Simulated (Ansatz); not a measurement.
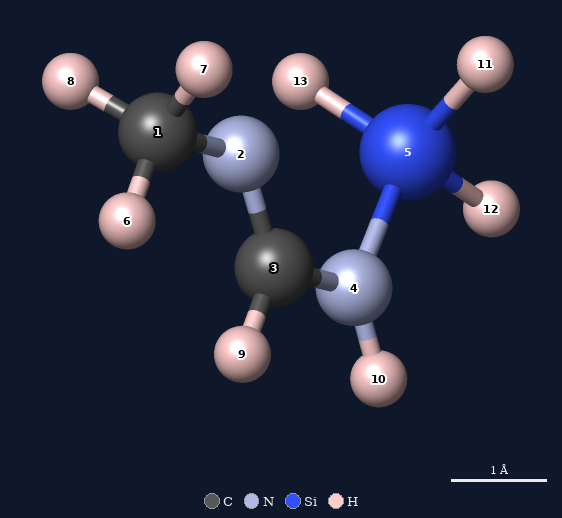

C₂H₈N₂Si, before the relaxation. Style: ball-and-stick. Shown from a free direction.

The start comes from PBE-D4/def2-SVP.

Theory: Ansatz 0.2.0, RKS PBE0-D4/def2-TZVP.

Input
```yaml
crystal:
  periodic: [false, false, false]
  atoms:
    - {symbol: C, position_ang: [-2.230807, 0.235005, 0.246540]}
    - {symbol: N, position_ang: [-0.803553, 0.056472, 0.241206]}
    - {symbol: C, position_ang: [-0.148847, 0.182460, -0.854657]}
    - {symbol: N, position_ang: [1.215804, 0.008806, -0.850429]}
    - {symbol: Si, position_ang: [1.996954, -0.391085, 0.698113]}
    - {symbol: H, position_ang: [-2.662718, 0.485057, -0.755024]}
    - {symbol: H, position_ang: [-2.736334, -0.685462, 0.613143]}
    - {symbol: H, position_ang: [-2.518596, 1.045461, 0.951982]}
    - {symbol: H, position_ang: [-0.616826, 0.422965, -1.842030]}
    - {symbol: H, position_ang: [1.717686, 0.117739, -1.731344]}
    - {symbol: H, position_ang: [1.521589, -1.702149, 1.251179]}
    - {symbol: H, position_ang: [3.453114, -0.508513, 0.329567]}
    - {symbol: H, position_ang: [1.832934, 0.698342, 1.716454]}
basis:
  gaussian: {orbitals: def2-TZVP}
hamiltonian: {xc: pbe0, dispersion: d4}
relax: {f_tol: 0.005, max_steps: 150}
```

Command:
```bash
ansatz run in.yaml --threads 4 --pin off --events-out ev --progress --plain --max-ram 10444MiB
```

> Where does the relaxation end?

H9 moves most after the best rigid fit: 0.059 Å. Largest moves by element: H 0.059 Å, N 0.041 Å, C 0.041 Å, Si 0.017 Å. Some distances before and after: N4–Si5 1.780 → 1.747 Å, Si5–H11 1.500 → 1.482 Å, Si5–H12 1.507 → 1.488 Å, N2–C3 1.283 → 1.264 Å. After 9 geometry steps the energy has fallen by 6.76 kJ/mol. Largest force component: 0.95 eV/Å at the start, 0.0028 eV/Å at the end. The run took 37 s on 4 threads of Arm Neoverse V1, with other jobs on the host.

Step by step:

```csv
step,"E − E(0), kJ/mol","largest force component, eV/Å"
0,0.00,0.9501
1,-6.03,0.2934
2,-6.63,0.1279
3,-6.66,0.1206
4,-6.69,0.1281
5,-6.73,0.0660
6,-6.75,0.0187
7,-6.76,0.0174
8,-6.76,0.0079
9,-6.76,0.0028
```

The structure at the end:

```xyz
13

C    -2.2337    0.2380    0.2293
N    -0.8116    0.0509    0.2598
C    -0.1577    0.1752   -0.8150
N     1.1971    0.0024   -0.8141
Si    2.0058   -0.3898    0.6840
H    -2.6203    0.4809   -0.7722
H    -2.7383   -0.6673    0.5800
H    -2.5202    1.0443    0.9110
H    -0.6165    0.4206   -1.7829
H     1.6784    0.1102   -1.6891
H     1.5490   -1.6863    1.2368
H     3.4376   -0.4967    0.2928
H     1.8507    0.6827    1.6943
```

The end point in the same view:

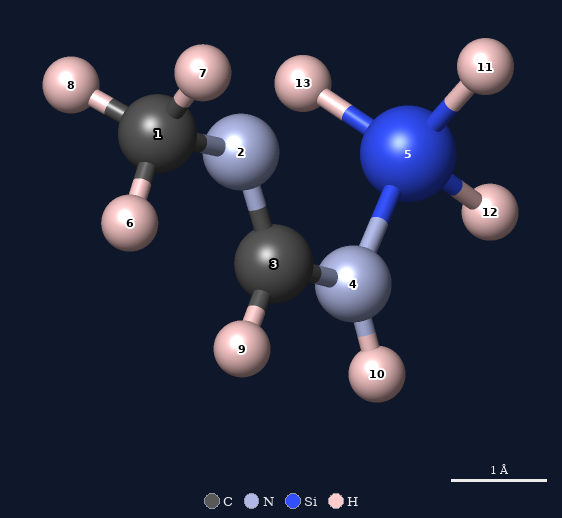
